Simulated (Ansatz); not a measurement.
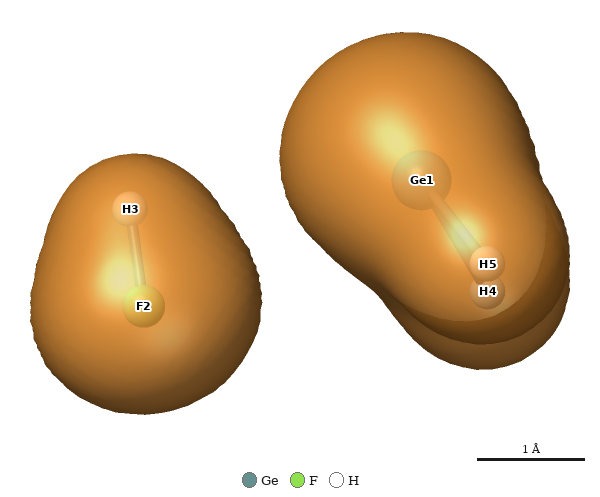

Figure 1: GeH₂···HF. Isosurface of the electron density at 0.15 e/Å³ (orange), seen from one side.

Method: RKS B3LYP-D4/def2-SVP in Ansatz 0.2.0.

Input

```
crystal:
  periodic: [false, false, false]
  atoms:
    - { symbol: Ge, position_ang: [0.0, 0.0, 0.0] }
    - { symbol: F, position_ang: [1.0779, 0.0, 1.5402] }
    - { symbol: H, position_ang: [1.6981, 0.0, 0.4233] }
    - { symbol: H, position_ang: [-0.73, 1.2648, -0.5162] }
    - { symbol: H, position_ang: [-0.73, -1.2648, -0.5162] }
basis:
  gaussian: { orbitals: def2-SVP }
hamiltonian:
  xc: b3lyp
  dispersion: d4
relax:
  f_tol: 0.15
  max_steps: 25
  restrain:
    - { distance: [1, 2], at: 0.92, k: 30.0 }
    - { distance: [0, 1], at: 2.88, k: 30.0 }
    - { distance: [0, 2], at: 2.75, k: 30.0 }
output:
  orbitals: {}
```

Launched as:

```sh
ansatz run input.yaml --threads 1 --pin off --max-ram 2048MiB --backend cpu --events-out ev --progress --plain --runs-dir out
```

The fields are those of the run's last geometry, not of the input's.

Which contacts does the surface bridge?

At this value the surface falls into two separate pieces. It bridges the sampled F–H (0.93 Å) and Ge–H (1.60 Å) contacts, where the density stays above the isovalue. It is pinched off along the sampled Ge···F (2.87 Å) contacts. On the grid the lowest density along these lines, outside the cores, is 0.09 e/Å³ (Ge···F, 2.87 Å), 2.3 e/Å³ (F–H, 0.93 Å) and 0.81 e/Å³ (Ge–H, 1.60 Å).
